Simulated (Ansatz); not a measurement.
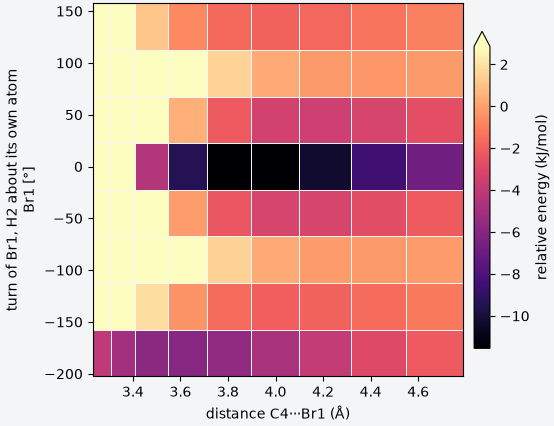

Energy landscape of the pair BrH···C₂H₂. 
- The turn is about an axis along (0.99, 0.15, 0.04) in the frame of the relaxed pair, normal to the line between the partners.
- The first coordinate is: distance C4···Br1; the second: turn of Br1, H2 about its own atom Br1.
- Grid: 9 × 8 points.
- Points are written as (first, second).
- Energies: kJ/mol, counted from the two partners far apart, frozen as in the relaxed pair, each in its own basis (no counterpoise correction).
- Energies and slopes of some neighbouring points disagree (a jump in structure or state, or too coarse a mesh).
- All numbers below come from Ansatz, RKS BHLYP-D4/def2-TZVPD.

In the figure: one coloured cell a grid point, one colour for all values above the top of the scale. 

### Describe this landscape.

The lowest grid point is at (3.994 Å, 0°), −11.5 kJ/mol from the two partners far apart, frozen as in the relaxed pair, each in its own basis (no counterpoise correction). Other grid points that lie below all their neighbours: (3.623 Å, −180°) (5.5 kJ/mol higher). The highest grid point, (3.269 Å, 90°), lies 27.3 kJ/mol above the lowest.

The values on the grid:

```tsv
second ↓, first →	3.269	3.345	3.470	3.623	3.799	3.994	4.204	4.430	4.669
135	6.1	3.8	1.1	−0.7	−1.7	−1.9	−1.7	−1.4	−1.0
90	15.8	12.0	7.4	3.8	1.5	0.3	−0.2	−0.3	−0.2
45	15.6	10.7	4.9	0.5	−2.2	−3.3	−3.5	−3.2	−2.7
0	9.8	3.1	−4.4	−9.4	−11.5	−11.5	−10.3	−8.6	−6.8
−45	14.1	9.4	3.9	−0.1	−2.3	−3.2	−3.2	−2.7	−2.1
−90	15.4	11.7	7.2	3.7	1.5	0.3	−0.1	−0.2	−0.1
−135	7.7	5.0	1.8	−0.4	−1.6	−2.0	−1.9	−1.5	−1.2
−180	−4.0	−5.0	−5.8	−6.0	−5.6	−4.8	−3.8	−2.9	−2.2
```

Time for the 72 points that were run: 8.8 min on 1 thread of Arm Neoverse V1, on a shared host.
